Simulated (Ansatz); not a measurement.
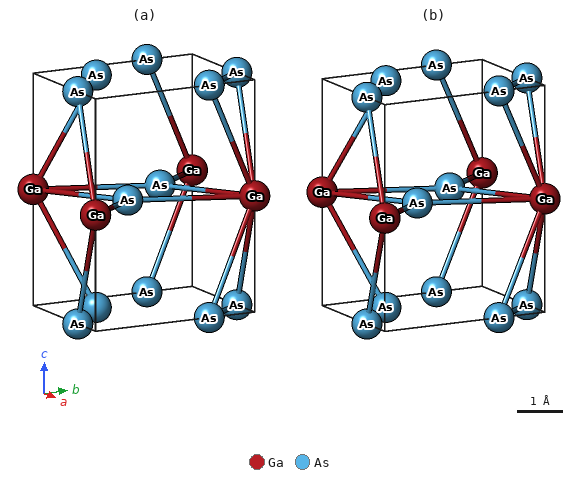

The structure of a crystal of GaAs₅ (a generated structure, set up in P-62m) before (left) and after (right) a relaxation, at one scale.

The picture is a ball-and-stick view of the cell of the calculation, seen slightly off an axis.

Level of theory: Ansatz, DFT PBE, scalar-relativistic, plane waves, PAW.

Input
```yaml
crystal:
  lattice:
    - [5.156517941, 0.0, 0.0]
    - [-2.5782589705, 4.465675532, 0.0]
    - [0.0, 0.0, 5.283184524]
  atoms:
    - { symbol: Ga, position: [0.0, 0.0, 0.5] }
    - { symbol: As, position: [0.0, 0.7149997721, 0.0] }
    - { symbol: As, position: [0.3333333333, 0.6666666667, 0.5] }
    - { symbol: As, position: [0.7149997721, 0.0, 0.0] }
    - { symbol: As, position: [0.6666666667, 0.3333333333, 0.5] }
    - { symbol: As, position: [0.2850002279, 0.2850002279, 0.0] }
basis:
  ecutwfc: 420
kpoints:
  mp_grid: { grid: [12, 12, 8] }
hamiltonian:
  xc: pbe
scf:
  occupations: { method: gaussian, width: 0.1 }
output:
  forces: true
  stress: true
  eigenvalues: true
relax:
  adjacent_minimum: "off"
  f_tol: 0.01
  max_steps: 80
  cell: { stress_tol: 0.05 }
```

Run as
```bash
ansatz run input.yaml --threads 1 --pin off --max-ram 2560MiB --backend cpu --events-out ev --progress --plain --runs-dir out
```

### Describe what moved and what it gained.

After 4 accepted moves (5 points after the start) the energy has fallen by 2.7 meV per atom. Largest force component: 0.011 eV/Å at the start, 0.0013 eV/Å at the end. Pressure: −0.38 GPa at the start and −0.01 GPa at the end. At 1 point the geometry stayed and the basis and grid were re-selected for the new cell (energy shift of less than 0.05 meV per atom at most each time). The largest moves relative to the cell, 0.006 Å, are those of As2, As4 and As6. As4 goes along −a. Ga stays in place. The volume changes by −1.3 %, with a = b 5.157 → 5.185 Å (+0.5 %), c 5.283 → 5.156 Å (−2.4 %). Among the contacts that change: Ga1–As2 3.023 → 2.974 Å, As2–As4 2.545 → 2.570 Å, Ga1–As3 2.977 → 2.993 Å. The space group stays P-62m (No. 189).
